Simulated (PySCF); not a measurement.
```tsv
atom	x (Å)	y (Å)	z (Å)
Cl	2.1765	-0.5254	1.8378
Ge	1.5853	-0.1880	-0.1461
N	0.0043	0.6990	-0.2260
Ge	-1.6313	-0.0592	0.0092
H	2.6226	0.6767	-0.8189
H	1.3880	-1.5079	-0.8347
H	0.0532	1.6765	0.0225
H	-1.6508	-1.2761	-0.8551
H	-1.9084	-0.4489	1.4336
H	-2.6306	0.9580	-0.4449
```

Geometry: GFN2-xTB.

These are results of PBE0/def2-SVPD, SCF density, gas phase (PySCF), not measurements.

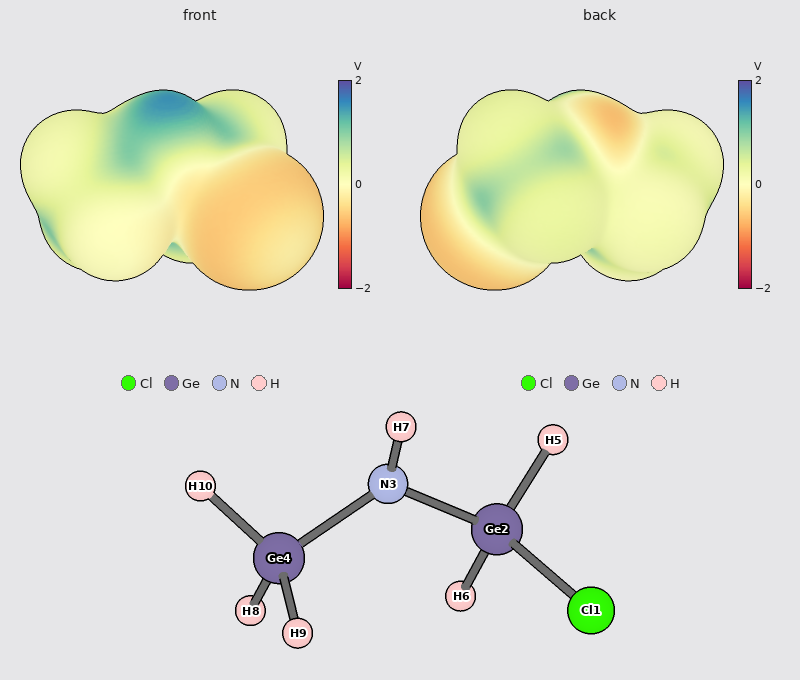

ClGe2H6N (SMILES [Cl][GeH2][NH][GeH3]). The molecular electrostatic potential painted on the density surface at 0.001 e/bohr³, seen from the front and from behind; the colour scale runs from red (negative) to blue (positive). The bare structure is drawn below in the same view.

Question: Describe the electrostatic potential map.

Answer: The most negative region (about −0.6 V, or −14 kcal/mol for a unit charge) lies over Cl1 and N3, the most positive (about +1.5 V, or +35 kcal/mol for a unit charge) over H7.
